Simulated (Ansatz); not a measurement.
# SiHCl2O2 (SMILES [O][Si](O)(Cl)Cl): the energy, rung by rung

SiHCl2O2 has 6 atoms, charge 0, and is taken as a doublet. As SMILES, `[O][Si](O)(Cl)Cl`. The shape was relaxed beforehand at r2SCAN/def2-SVP. This is one conformer, not always the lowest.

```xyz
6

O    -1.2311    0.1987    1.2269
Si   -0.2763    0.0338   -0.1206
O     1.0718   -0.8660    0.1086
Cl   -1.2241   -0.7954   -1.7170
Cl    0.1009    2.0294   -0.4362
H     1.6007   -0.6646    0.8921
```

Quantity: the dissociation energy of the Si2–O1 bond into doublet SiHCl2O and triplet O (shapes relaxed at r2SCAN/def2-SVP, no zero-point term), in eV. The values are calculated.

```json
{"level": "UHF/def2-SVP", "kind": "Hartree–Fock", "program": "Ansatz", "value (eV)": "3.18"}
{"level": "USVWN5/def2-SVP", "kind": "LDA", "program": "Ansatz", "value (eV)": "5.85"}
{"level": "UPBE/def2-SVP", "kind": "GGA", "program": "Ansatz", "value (eV)": "4.98"}
{"level": "U-r2SCAN/def2-SVP", "kind": "meta-GGA", "program": "Ansatz", "value (eV)": "4.85"}
{"level": "UB3LYP/def2-SVP", "kind": "global hybrid", "program": "Ansatz", "value (eV)": "4.73"}
{"level": "U-wB97M-V/def2-SVP", "kind": "range-separated hybrid", "program": "Ansatz", "value (eV)": "4.97"}
{"level": "UB2PLYP/def2-SVP", "kind": "double hybrid", "program": "Ansatz", "value (eV)": "4.64"}
{"level": "RPA@PBE/def2-SVP", "kind": "RPA", "program": "Ansatz", "value (eV)": "4.12"}
{"level": "UMP2/def2-SVP", "kind": "perturbation theory", "program": "Ansatz", "value (eV)": "4.53"}
```

The values span 3.18 to 5.85 eV. Hartree–Fock misses the correlation of the electron pair that is broken and comes out low. Measured bond enthalpies also hold zero-point and thermal terms, a few tenths of an eV less.

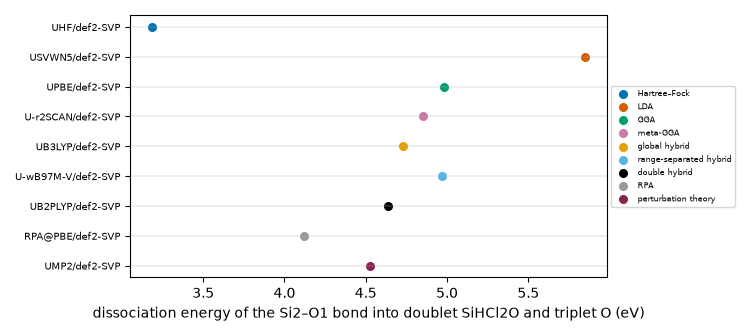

The values of the table, level by level.
